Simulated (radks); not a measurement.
System: atomic lanthanum (La), configuration [Xe] 5d1 6s2 (high spin). It is put inside a hard spherical wall of varying radius. Level of theory: scalar-relativistic Kohn-Sham, LDA (Slater exchange, Perdew-Wang correlation), spin-polarised, spherical densities, point nucleus. Computed with the in-house radial solver radks. Wanted, and plotted below: the pressure on the wall (left axis) and the energy above the free species (right axis).

The pressure grows from 0.083 GPa at 10 bohr through 240 GPa at 4 bohr to 270000 GPa at 1.5 bohr, and the energy above the free species from 0.0995 eV through 36.4 eV to 2685 eV. The pressure is −dE/dV with V = 4πR³/3.

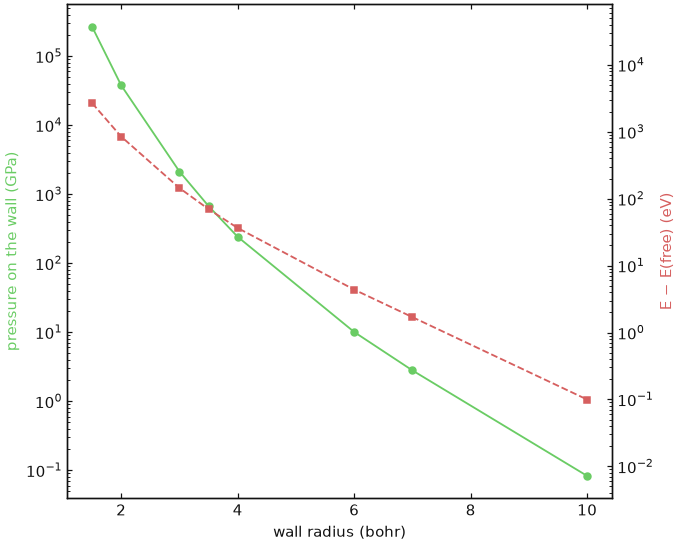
